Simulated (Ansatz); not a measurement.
# What PbO (model cell, started as layered BN type) distorts into

Wanted: the energy along a soft mode of PbO (model cell, started as layered BN type) and the structure at the end.

Calculated with Ansatz 0.2.0; DFT PBEsol, scalar-relativistic, plane waves, PAW.

The structure was built from a prototype and need not be the compound's stable phase.

## Step 1: The structure

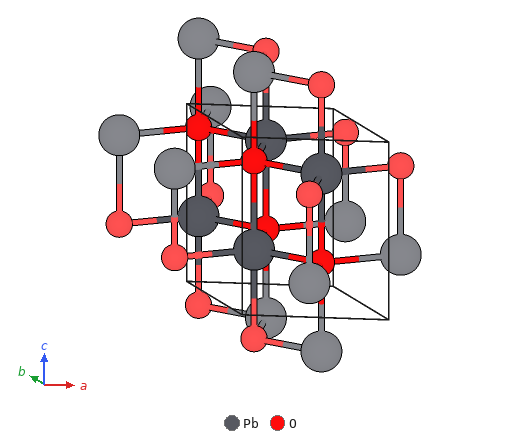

The starting structure, seen slightly off an axis (lead dark grey, oxygen red). 1×2×1 cells are drawn. Some periodic images of atoms are drawn too.

## Step 2: Linear response at the zone centre

The cell comes from relaxations at this level that are not shown. The zone centre is the only wavevector solved here; it holds the modes that light can see, as far as symmetry allows. The response to a homogeneous field gives the Born charges and the dielectric tensor, and its change with displacement the Raman tensors.

Input file input.yaml:

```yaml
crystal:
  lattice:
    - [4.2390597916, 2.965e-06, 0.0]
    - [-2.1195324636, 3.6711319852, 0.0]
    - [0.0, 0.0, 5.2433493857]
  atoms:
    - { symbol: Pb, position: [0.3333333333, 0.6666666667, 0.25] }
    - { symbol: Pb, position: [0.6666666667, 0.3333333333, 0.75] }
    - { symbol: O, position: [0.6666666667, 0.3333333333, 0.25] }
    - { symbol: O, position: [0.3333333333, 0.6666666667, 0.75] }
kpoints:
  mp_grid: { grid: [10, 10, 4] }
hamiltonian:
  xc: pbesol
scf:
  occupations: { method: fixed }
output:
  eigenvalues: true
phonons:
  method: dfpt
  dielectric: true
  rigid_motions: translations
  raman: true
```

Launch:

```sh
$ ansatz run input.yaml --threads 4 --pin off --max-ram 7168MiB --backend cpu --events-out ev --progress --plain --runs-dir out
```

Numbers of over 12 decimals in the logs are rounded to 6 here.

What it wrote:

```text
Engine: ansatz 0.2.0, aarch64-unknown-linux-gnu
Pseudopotentials: kind: paw
Pseudopotential: Pb, paw, valence charge 14, recommended cutoff 420 eV (normal), Pb.paw.azcp
Pseudopotential: O, paw, valence charge 6, recommended cutoff 420 eV (normal), O.paw.azcp
Functional definition: PBEsol
  exchange = pbesol_x
  correlation = pbesol_c
Crystal: 4 atoms, lattice volume = 81.598 Å³
Basis set: ecut = 420 eV, 1595 PW (Γ), exchange–correlation on 60×60×72 points (8 copies of the dense FFT grid, shifted against one another)
Bands: 24, of which v1, the nominal top of the filled ones, is band 20 counted from 1 (19 counted from 0)
Symmetry: 24 space group operations
k-points: 117 of 400 (irreducible under 2 space group operations, time reversal used)
Non-local potential: Pb, projectors of the file, l = 0: 2, l = 1: 2, l = 2: 2, l = 3: 2
Non-local potential: O, projectors of the file, l = 0: 2, l = 1: 2, l = 2: 1
PAW form: soft (Blöchl's): semilocal exchange-correlation on the pseudo side does not see the compensation charge
PAW frozen core: Pb, regenerated for the run's functional, and the local potential with it (the file was generated under x = pbe(κ = 0.804, μ = 0.219515), c = pbe(β = 0.066725))
PAW frozen core: O, regenerated for the run's functional, and the local potential with it (the file was generated under x = pbe(κ = 0.804, μ = 0.219515), c = pbe(β = 0.066725))
PAW one-centre angular grid: Pb, 590 points (default); XC on 64 Gauss nodes
PAW one-centre angular grid: O, 110 points (default); XC on 64 Gauss nodes
Initial density: superposition of atomic densities (neutral atoms: chi_scale 0, normalization atom), corrected by the library's trained network
Initial wavefunctions: pseudopotential atomic-orbital guess
Functional: x = pbesol(κ = 0.804, μ = 0.123457), c = pbesol(β = 0.046)
SCF iter   1: F=—  HF=-24630.146875 eV  |F-HF|=—  |Δ(HF+E_count)|=         —  Δρ=1.95e-2  dr2=3.09e-1  ethr=1.77e-3  ⟨swp⟩=5.0  Hψ=10594  notcnv=0  defer=220
preconditioner: auto → Resta (q_TF=auto, 2.423 Å⁻¹)  ε∞=4.1  [insulator: Δε(μ)=1.055 eV  Ē_g=14.834 eV  n_scr=22 (ndim 8)  ℏωp=26.0 eV  f_vac=0.090  ε∞_Penn≈4.1]
SCF iter   2: F=—  HF=-24630.106390 eV  |F-HF|=—  |Δ(HF+E_count)|=   4.05e-2  Δρ=1.12e-2  dr2=8.35e-2  ethr=7.73e-4  ⟨swp⟩=2.0  Hψ=4740  notcnv=0  defer=224
SCF iter   3: F=—  HF=-24630.089454 eV  |F-HF|=—  |Δ(HF+E_count)|=   1.69e-2  Δρ=1.51e-3  dr2=8.91e-4  ethr=2.09e-4  ⟨swp⟩=2.0  Hψ=3708  notcnv=0  defer=230
SCF iter   4: F=—  HF=-24630.089403 eV  |F-HF|=—  |Δ(HF+E_count)|=   5.03e-5  Δρ=3.46e-4  dr2=1.30e-4  ethr=2.23e-6  ⟨swp⟩=2.1  Hψ=5301  notcnv=0  defer=232
SCF iter   5: F=—  HF=-24630.089392 eV  |F-HF|=—  |Δ(HF+E_count)|=   1.19e-5  Δρ=7.01e-5  dr2=3.44e-6  ethr=3.25e-7  ⟨swp⟩=2.0  Hψ=3580  notcnv=0  defer=202
SCF iter   6: F=—  HF=-24630.089394 eV  |F-HF|=—  |Δ(HF+E_count)|=   2.09e-6  Δρ=1.31e-5  dr2=1.83e-7  ethr=8.61e-9  ⟨swp⟩=2.0  Hψ=3659  notcnv=0  defer=148
SCF iter   7: F=—  HF=-24630.089394 eV  |F-HF|=—  |Δ(HF+E_count)|=   1.79e-7  Δρ=4.31e-6  dr2=1.84e-8  ethr=4.58e-10  ⟨swp⟩=2.1  Hψ=3851  notcnv=0  defer=148
SCF iter   8: F=—  HF=-24630.089394 eV  |F-HF|=—  |Δ(HF+E_count)|=   8.38e-9  Δρ=1.34e-6  dr2=1.61e-9  ethr=4.61e-11  ⟨swp⟩=2.0  Hψ=4914  notcnv=0  defer=148
SCF iter   9: F=-24630.089394 eV  HF=-24630.089394 eV  |F-HF|=4.37e-11  |Δ(HF+E_count)|=  5.60e-10  Δρ=2.93e-7  dr2=8.99e-11  ethr=1.00e-12  ⟨swp⟩=7.6  Hψ=20042  notcnv=0
SCF 1 converged in 9 iterations: F = -24630.089394 eV  dr2 = 8.99e-11
  greatest PAW one-centre occupation: 0.983 electrons in one spin orbital (limit 2), on the Pb atom at site 1 (counted from 0), in its partial waves of l = 2
NSCF: frozen V_eff on 2 k-points
DFPT response loops at Γ: preconditioner auto → Resta (q_TF=auto, 2.423 Å⁻¹)  ε∞=6.9 (no band partly filled); β = 1.00, the filter's whole step (`scf.mixing.beta` (0.50) is not read by the response loops at its default; to damp them type it under 1.00, their step now; it binds the ground state too); Broyden in place of MSR1
── the response to a field inside a basis, on 12×12×8 k-points: an SCF that follows is theirs, and a resumed run solves both again ──
Bands: 21, of which v1, the nominal top of the filled ones, is band 20 counted from 1 (19 counted from 0)
k-points: 168
Initial density: handed on by an earlier stage of this run
Initial wavefunctions: pseudopotential atomic-orbital guess (no wavefunctions were taken with the density)
Eigensolver: Dense (168 Hₖ)
SCF iter   1: F=—  HF=-24630.094294 eV  |F-HF|=—  |Δ(HF+E_count)|=         —  Δρ=6.93e-4  dr2=1.75e-4  ethr=1.00e-1
preconditioner: auto → Resta (q_TF=auto, 2.423 Å⁻¹)  ε∞=4.7  [insulator: Δε(μ)=1.292 eV  Ē_g=13.523 eV  n_scr=22 (ndim 8)  ℏωp=26.0 eV  f_vac=0.091  ε∞_Penn≈4.7]
SCF iter   2: F=—  HF=-24630.094264 eV  |F-HF|=—  |Δ(HF+E_count)|=   2.97e-5  Δρ=3.84e-4  dr2=3.40e-5  ethr=4.38e-7
SCF iter   3: F=—  HF=-24630.094258 eV  |F-HF|=—  |Δ(HF+E_count)|=   6.29e-6  Δρ=1.62e-4  dr2=1.42e-5  ethr=8.49e-8
SCF iter   4: F=—  HF=-24630.094255 eV  |F-HF|=—  |Δ(HF+E_count)|=   2.60e-6  Δρ=1.74e-5  dr2=3.07e-7  ethr=3.54e-8
SCF iter   5: F=—  HF=-24630.094256 eV  |F-HF|=—  |Δ(HF+E_count)|=   4.71e-8  Δρ=3.04e-6  dr2=1.81e-8  ethr=7.68e-10
SCF iter   6: F=—  HF=-24630.094256 eV  |F-HF|=—  |Δ(HF+E_count)|=   1.39e-8  Δρ=1.13e-6  dr2=1.67e-9  ethr=4.53e-11
SCF iter   7: F=-24630.094256 eV  HF=-24630.094256 eV  |F-HF|=8.00e-11  |Δ(HF+E_count)|=   2.27e-9  Δρ=1.92e-7  dr2=3.14e-11  ethr=4.18e-12
SCF 1 converged in 7 iterations: F = -24630.094256 eV  dr2 = 3.14e-11
DFPT response loops at Γ: preconditioner auto → Resta (q_TF=auto, 2.423 Å⁻¹)  ε∞=6.8 (no band partly filled); β = 1.00, the filter's whole step (`scf.mixing.beta` (0.50) is not read by the response loops at its default; to damp them type it under 1.00, their step now; it binds the ground state too); Broyden in place of MSR1
DFPT response loops at Γ: mixed as the last ones told, above
WARN: field response: ε∞ stands inside a basis, on 12×12×8 points; the force constants stand on the 10×10×4 k-mesh, whose period is 9.53 times the interband length at k = (0.3000, 0.3000, -0.5000), direct gap 1.271 eV, under 14: take them and everything formed from them as unconverged, and compare with a denser kpoints.mp_grid
SCF converged after 9 iterations
Free energy (F): -24630.089394 eV
Harris-Foulkes:  -24630.089394 eV  (|F-HF|=4.37e-11)
Internal energy: -24630.089394 eV  (E = F + TS)
E sigma→0 (E₀):  -24630.089394 eV
Fermi energy:    8.604809 eV
--- Per-component energies (eV) ---
  E_band       = -115.831298
  E_kinetic    = 921.026406
  E_local      = -2951.782812  (includes V_loc(G=0)·N_el)
  E_nonlocal   = 801.085010
  E_hartree    = 1149.426616
  E_xc         = -584.794495
  E_vxc        = -453.340921  (∫ρ·V_xc dr)
  E_paw        = -20809.500431  (= ΣΔE_a)
  E_vpaw       = -731.677040  (= ΣTr[D̂ρ^β])
  E_aug_tail   = 0.004747  (compensation charges beyond the density's cutoff)
  E_ewald      = -3155.749244
  E_core_change = 0.194809  (= ΣΔE_core)
  E_smearing   = -0.000000  (= −TS)
  E_closure    = -0.000000  (closes the sum)
  Σ components = -24630.089394   (vs F -24630.089394, Δ=0.00e0)
--- Band table (eV; the first three rows and the last of 117) ---
  k-point 0: bands = [... 16 lower, 5.1597, 6.0098, 6.0327, 6.0327, 12.5038, 12.7613, 12.7613, 13.4563]
  k-point 1: bands = [... 16 lower, 5.3129, 5.9380, 5.9380, 6.6381, 12.0029, 12.6671, 12.6671, 13.1530]
  k-point 2: bands = [... 16 lower, 5.6542, 5.6542, 7.1234, 7.1234, 11.8540, 11.8540, 12.7256, 12.7256]
  k-point 116: bands = [... 16 lower, 5.1716, 5.9239, 7.6645, 7.8537, 10.5751, 10.9798, 12.4264, 13.2621]
--- Phonons (Γ-DFPT): 4 representative perturbations + reference, on 117 of 400 k-points (Σ response iterations 13) ---
  k mesh reduced under 2 symmetry operations, with k and −k counted as one. Each operation leaves every solved perturbation unchanged. A smaller set is not considered because the run solves the response to a homogeneous field
  ASR residual: 2.490e-4 → 0.000e0 eV/Å²; symmetrization residual: 1.266e-4 eV/Å²
  ASR residual per site (eV/Å²): 7.48e-5 7.48e-5 2.49e-4 2.49e-4
  Γ frequencies (cm⁻¹): -205.96 -127.70 0.00 0.00 0.00 57.84 57.84 102.17 217.77 217.77 247.45 247.45
  ε∞ (high-frequency dielectric tensor):
        8.320090    -0.000000     0.000000
       -0.000000     8.320090     0.000000
        0.000000     0.000000    10.752695
  softest optical mode at Γ: -205.96 cm⁻¹; the repairs (sum rule, projections) moved no ω² at Γ by more than (5.48 cm⁻¹)²
  Born effective charges Z* (e; rows j = field, columns β = displacement):
    site 0:
         2.40852   -0.00000    0.00000
        -0.00000    2.40852    0.00000
         0.00000    0.00000    3.57987
    site 1:
         2.40852   -0.00000    0.00000
        -0.00000    2.40852    0.00000
         0.00000    0.00000    3.57987
    site 2:
        -2.40852    0.00000    0.00000
         0.00000   -2.40852    0.00000
         0.00000    0.00000   -3.57987
    site 3:
        -2.40852    0.00000    0.00000
         0.00000   -2.40852    0.00000
         0.00000    0.00000   -3.57987
  Z* charge neutrality: 9.612e-3 e pre-enforcement
  solved inside a basis spanned on kpoints, on 12×12×8 k-points transformed towards the longest dipole: ε∞ is read to err by 5.2e-2, Z* by 3.8e-2 e (field_mesh: kpoints solves on kpoints); Z* is corrected for what the basis lacks
  Raman tensors (in the event stream and the table raman_tensors.tsv): an entry may err by 1.3e0 Å², one of the second-order susceptibility by 8.3e-19 pm/V (basis, points and sum rule); their sum over the sites missed zero by 1.421e-14 Å² ahead of its enforcement
  optical modes at Γ without the LO–TO term, one row a degenerate level:
      ω (cm⁻¹)  modes    IR ((D/Å)²/amu)  static Raman (Å⁴/amu)  depolarisation
       -205.96      1             0.0000                 0.0000               —
       -127.70      1            39.8141                 0.0000               —
         57.84      2             0.0000                 8.8225           0.750
        102.17      1             0.0000                 0.0000               —
        217.77      2             0.0000               935.6715           0.750
        247.45      2            36.0440                 0.0000               —
  optical modes at Γ + LO–TO along q̂ = [1.0000, 0.0000, 0.0000]:
      ω (cm⁻¹)  modes    IR ((D/Å)²/amu)  static Raman (Å⁴/amu)  depolarisation
       -205.96      1             0.0000                 0.0000               —
       -127.70      1            39.8141                 0.0000               —
         57.84      2             0.0000                 8.8225           0.750
        102.17      1             0.0000                 0.0000               —
        217.77      2             0.0000               935.6715           0.750
        247.45      1            18.0220                 0.0000               —
        343.30      1            18.0220                 0.0000               —
  optical modes at Γ + LO–TO along q̂ = [0.0000, 1.0000, 0.0000]:
      ω (cm⁻¹)  modes    IR ((D/Å)²/amu)  static Raman (Å⁴/amu)  depolarisation
       -205.96      1             0.0000                 0.0000               —
       -127.70      1            39.8141                 0.0000               —
         57.84      2             0.0000                 8.8225           0.750
        102.17      1             0.0000                 0.0000               —
        217.77      2             0.0000               935.6715           0.750
        247.45      1            18.0220                 0.0000               —
        343.30      1            18.0220                 0.0000               —
  optical modes at Γ + LO–TO along q̂ = [0.0000, 0.0000, 1.0000]:
      ω (cm⁻¹)  modes    IR ((D/Å)²/amu)  static Raman (Å⁴/amu)  depolarisation
       -205.96      1             0.0000                 0.0000               —
         57.84      2             0.0000                 8.8225           0.750
        102.17      1             0.0000                 0.0000               —
        217.77      2             0.0000               935.6715           0.750
        247.45      2            36.0440                 0.0000               —
        283.68      1            39.8141                 0.0000               —
```

Run time: 33 min. Hardware: 4 threads of Arm Neoverse N1, shared host; peak memory 2.6 GiB.

A gap read on the k-mesh alone can miss the band edges.

This step gave:

```yaml
gap_on_the_k_mesh: 1.271 eV
volume_per_atom: 20.40 Å³
sum_rule_residual_before_enforcement: 2.49e-4 eV/Å²
miss_of_the_charge_sum_rule: 0.009612 e
estimated_error_of_the_dielectric_tensor: 0.05237
estimated_error_of_the_born_charges: 0.03762 e
point_group: 6/mmm
highest_optical_mode_at_the_zone_centre_no_lo_to_term: 247.4 cm⁻¹
lowest_optical_zone_centre_mode: -206.0 cm⁻¹
mean_high_frequency_dielectric_constant: 9.131
largest_born_charge_third_of_the_trace: 2.799 e
top_of_the_zone_centre_spectrum_with_the_field: 343.3 cm⁻¹
```

Without the LO-TO term. Patterns of degenerate modes are one choice out of their space. The modes at Γ (shares of kinetic energy by element, %) (negative means imaginary):

```tsv
mode	frequency (cm⁻¹)	symmetry	Pb %	O %
1	-206.0	B1g	3	97
2	-127.7	A2u	7	93
3	0.0	acoustic	93	7
4	0.0	acoustic	93	7
5	0.0	acoustic	93	7
6	57.8	E2g	90	10
7	57.8	E2g	90	10
8	102.2	B1g	97	3
9	217.8	E2g	10	90
10	217.8	E2g	10	90
11	247.4	E1u	7	93
12	247.4	E1u	7	93
```

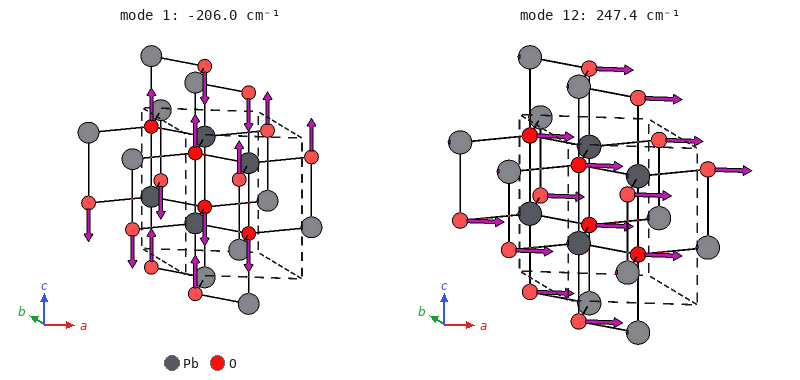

Displacement patterns of modes 1 and 12 at Γ; arrows are exaggerated. 1×2×1 cells are drawn. Some periodic images of atoms are drawn too.

Before it was imposed, the acoustic sum rule was missed by 2.5e-4 eV/Å² and the charge sum rule by 0.0096 e. Small misses are needed for a sound result but don't prove that mesh and cutoff are converged. The lowest optical mode is imaginary, 206.0i cm⁻¹, so the energy falls along it.

The log warns of the k mesh: “the force constants stand on the 10×10×4 k-mesh, whose period is 9.53 times the interband length at k = (0.3000, 0.3000, -0.5000), direct gap 1.271 eV, under 14: take them and everything formed from them as unconverged”.

## Step 3: The mode frozen in, largest atomic shift 0 Å

The mode followed lies at Γ with frequency 127.7i cm⁻¹, one of the unstable modes though not the softest. At small amplitude the distorted cell has space group no. 186 by a symmetry search on the positions. The undistorted cell that holds it gives the zero of energy on the same k mesh.

input.yaml, as its differences from that of step 2:

```diff
@@ -15,9 +15,6 @@
 scf:
-  occupations: { method: fixed }
+  occupations: { method: gaussian, width: 0.02 }
 output:
+  forces: true
+  stress: true
   eigenvalues: true
-phonons:
-  method: dfpt
-  dielectric: true
-  rigid_motions: translations
-  raman: true
```

What it wrote:

```text
[...]
Crystal: 4 atoms, lattice volume = 81.598 Å³
Basis set: ecut = 420 eV, 1595 PW (Γ), exchange–correlation on 60×60×72 points (8 copies of the dense FFT grid, shifted against one another)
Bands: 24, of which v1, the nominal top of the filled ones, is band 20 counted from 1 (19 counted from 0)
Symmetry: 24 space group operations
[...]
k-points: 42 of 400
[...]
--- Band table (eV; the first three rows and the last of 42) ---
  k-point 0: bands = [... 16 lower, 5.1596, 6.0098, 6.0327, 6.0327, 12.5038, 12.7613, 12.7613, 13.4563]
  k-point 1: bands = [... 16 lower, 5.3129, 5.9380, 5.9380, 6.6381, 12.0029, 12.6671, 12.6671, 13.1530]
  k-point 2: bands = [... 16 lower, 5.6542, 5.6542, 7.1234, 7.1234, 11.8541, 11.8541, 12.7256, 12.7256]
  k-point 41: bands = [... 16 lower, 6.3479, 6.3479, 8.6048, 8.6048, 9.8762, 9.8762, 11.9153, 11.9153]
[key lines of the parts left out:]
SCF converged after 7 iterations
Free energy (F): -24630.089394 eV
Fermi energy:    9.240522 eV
P = ⅓ Tr σ = 0.0028 GPa (0.028 kbar)
```

Wall time 2.8 s (4 threads); peak memory 0.4 GiB.

This step gave:

- pressure: 0.002798 GPa
- energy from the undistorted cell: 0 meV/atom

At this level the gap is 1.27 eV on the k-mesh of the self-consistent run, which can miss the band edges.

## Step 4: The mode frozen in, largest atomic shift 0.22 Å

The atoms are moved along the unstable eigenvector, the largest shift by 0.22 Å, with the cell fixed.

input.yaml, the sections that differ from step 3:

```yaml
crystal:
  lattice:
    - [4.2390597916, 2.965e-06, 0.0]
    - [-2.1195324636, 3.6711319852, 0.0]
    - [0.0, 0.0, 5.2433493857]
  atoms:
    - { symbol: Pb, position: [0.3333333333, 0.6666666667, 0.2467602092] }
    - { symbol: Pb, position: [0.6666666667, 0.3333333333, 0.7467602092] }
    - { symbol: O, position: [0.6666666667, 0.3333333333, 0.2919579135] }
    - { symbol: O, position: [0.3333333333, 0.6666666667, 0.7919579135] }
# kpoints, hamiltonian, scf, output: as in step 3
```

What it wrote:

```text
[...]
Crystal: 4 atoms, lattice volume = 81.598 Å³
Basis set: ecut = 420 eV, 1595 PW (Γ), exchange–correlation on 60×60×72 points (8 copies of the dense FFT grid, shifted against one another)
Bands: 24, of which v1, the nominal top of the filled ones, is band 20 counted from 1 (19 counted from 0)
Symmetry: 12 space group operations
[...]
k-points: 42 of 400 (time reversal used)
[...]
--- Band table (eV; the first three rows and the last of 42) ---
  k-point 0: bands = [... 16 lower, 5.1066, 5.9213, 6.0202, 6.0202, 12.5541, 12.7451, 12.7451, 13.4848]
  k-point 1: bands = [... 16 lower, 5.4533, 5.9180, 5.9180, 6.5523, 12.0782, 12.6605, 12.6605, 13.1782]
  k-point 2: bands = [... 16 lower, 5.6182, 5.6182, 7.0797, 7.0797, 12.0146, 12.0146, 12.7378, 12.7378]
  k-point 41: bands = [... 16 lower, 6.1779, 6.1779, 8.5340, 8.5340, 10.0230, 10.0230, 11.8550, 11.8550]
[key lines of the parts left out:]
SCF converged after 7 iterations
Free energy (F): -24630.118843 eV
Fermi energy:    9.277875 eV
P = ⅓ Tr σ = 0.9053 GPa (9.053 kbar)
```

It took 3.4 s on 4 threads; peak memory 0.36 GiB; 13 s of CPU time.

This step gave:

- pressure: 0.9053 GPa
- gap on the k-mesh: 1.488 eV
- energy from the undistorted cell: -7.362 meV/atom

The energy, extrapolated to zero smearing, is -7.36 meV/atom against the undistorted cell.

The run ends at a pressure of 0.91 GPa, with forces up to 0.037 eV/Å.

## Step 5: Energy along the mode, all amplitudes (two of the runs are shown above)

An imaginary frequency means negative curvature, so the energy should fall and then rise again as anharmonic terms take over.

This step gave:

| Quantity | Value |
| --- | --- |
| depth at the lowest point sampled | 7.362 meV/atom |
| largest atomic shift at that point | 0.22 Å |

Table of energy from the parent by largest atomic shift:

```tsv
largest atomic shift (Å)	energy from the parent (meV/atom)
0.000	0
0.040	-0.408
0.080	-1.56
0.140	-4.22
0.220	-7.36
0.320	-3.32
0.450	40.3
```

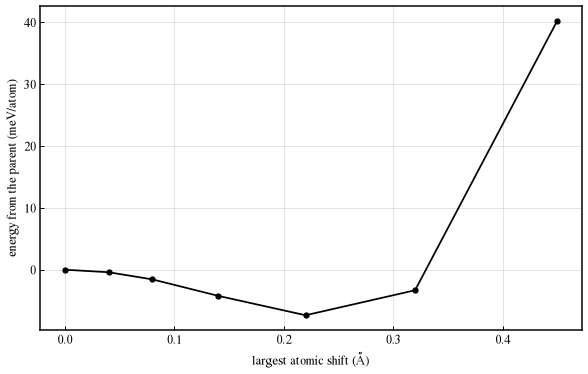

Energy from the parent against largest atomic shift.

Displacement at unit largest shift by atom:

```tsv
atom	x (Å)	y (Å)	z (Å)	size
Pb1	0.00	0.00	-0.08	0.08
Pb2	0.00	0.00	-0.08	0.08
O3	0.00	0.00	1.00	1.00
O4	0.00	0.00	1.00	1.00
```

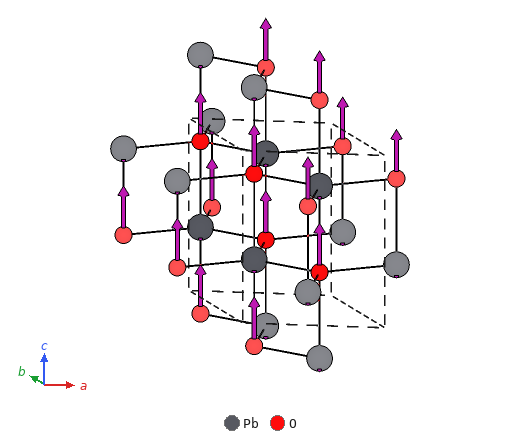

Displacement at unit largest shift as arrows, the longest 1 Å. 1×2×1 cells are drawn. Some periodic images of atoms are drawn too.

The lowest of the steps tried is at 0.22 Å, 7.36 meV/atom below the parent; the bottom of the well need not coincide with a step.

[end of part 1 of 2]

[Logs are printed without paths, hosts, clocks, repeated set-up lines and the standing remarks that a program may print on its own settings, such as how far it seeks lower states.]

[Hosts, paths, dates, database ids (printed as entryN), source tags and the programs' standing remarks are cut or masked in the printed files.]
